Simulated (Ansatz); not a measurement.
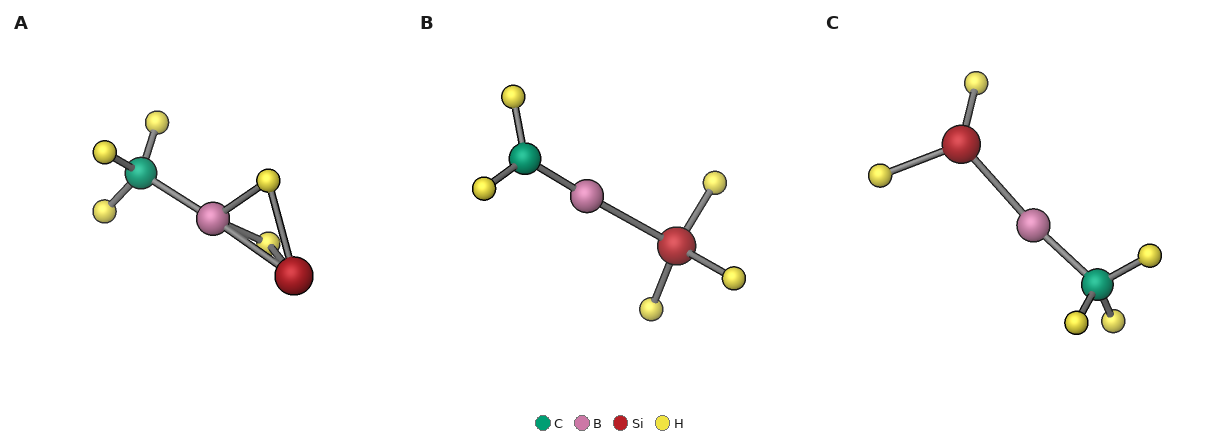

3 stationary structures of one formula. Geometries: PBE0-D4/def2-TZVP. Electronic energies: RHF-CCSD(T) (frozen core)/def2-TZVPP (Ansatz 0.2.0), without zero-point energy. No frequency run is at hand to confirm each as a minimum. Each is one conformer, not always the lowest.

Which structure is the most stable?

A is lowest (Cs); B lies 0.317 eV above it (Cs), C lies 0.859 eV above it.
